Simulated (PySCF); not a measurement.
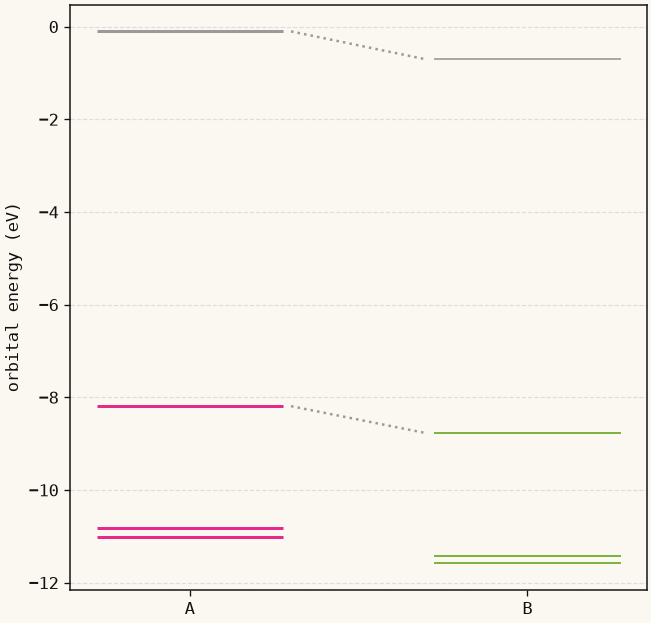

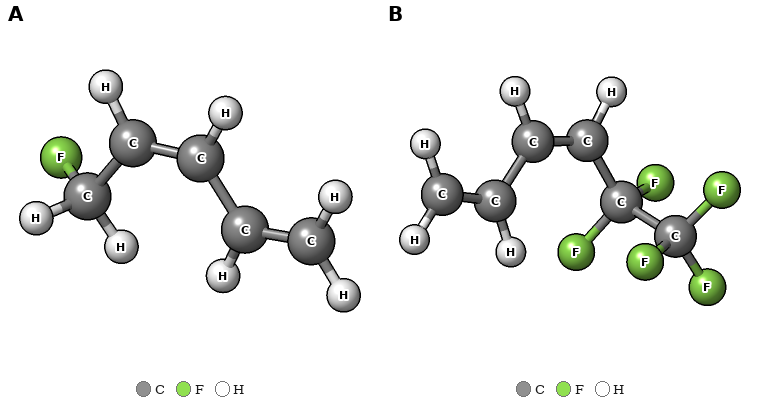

Related molecules: A is C₅H₇F, SMILES C=C/C=C\CF; B is C₆H₅F₅, SMILES C=C/C=C\C(F)(F)C(F)(F)F. Frontier orbital energies, CAM-B3LYP/def2-SVPD with PySCF 2.14.0, at a PBE0-D3(BJ)/def2-SVP geometry (no frequency check); drawn are at most three filled levels and, in grey, the LUMO with any level within 0.03 eV of it; dotted lines join the HOMOs and the LUMOs.

Q: What does the change do to the frontier levels?

A: From A to B the HOMO falls by 0.58 eV and the LUMO falls by 0.60 eV, so the separation goes from 8.09 to 8.07 eV.

Limits of at least one run: one conformer of a flexible molecule.
